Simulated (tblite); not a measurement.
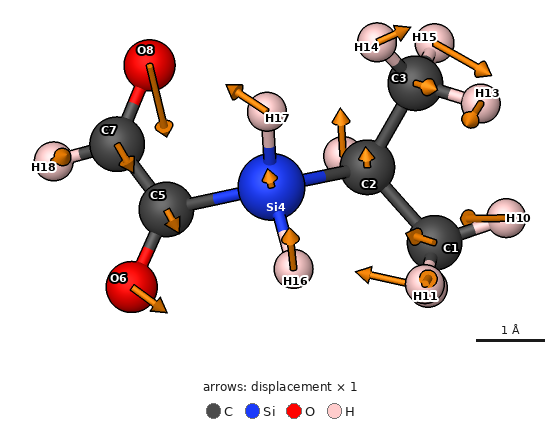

This is a relaxation of C5H10O2Si. The starting structure is drawn; orange arrows show the displacements, at their true length. The two geometries are superimposed by the best rigid fit.

A ball-and-stick model, seen face on.

All numbers below come from GFN2-xTB geometry optimisation, gas phase in tblite. 

What did the optimiser do to the structure, and how much energy did it gain?

Answer. The energy falls by 117.1 kJ/mol in 210 geometry steps. The atom that moves furthest after the best rigid fit is an O atom (1.51 Å). By element the largest moves are O 1.51 Å, H 1.27 Å, C 0.64 Å, Si 0.33 Å. Among the contacts that change: C–Si 1.822 → 1.950 Å, C–O 1.280 → 1.204 Å, C–Si 1.858 → 1.910 Å, C–H 1.127 → 1.088 Å. Bond angles that change, for instance: Si–C–C 124.7° → 110.1°, O–C–C 116.8° → 128.6°, C–C–H 121.8° → 110.7°. Groups turn about C–C by about 75°, C–Si by about 50°, C–C by about 45°. The run took 1.6 s on 1 thread of Arm Neoverse V1, with other jobs on the host.
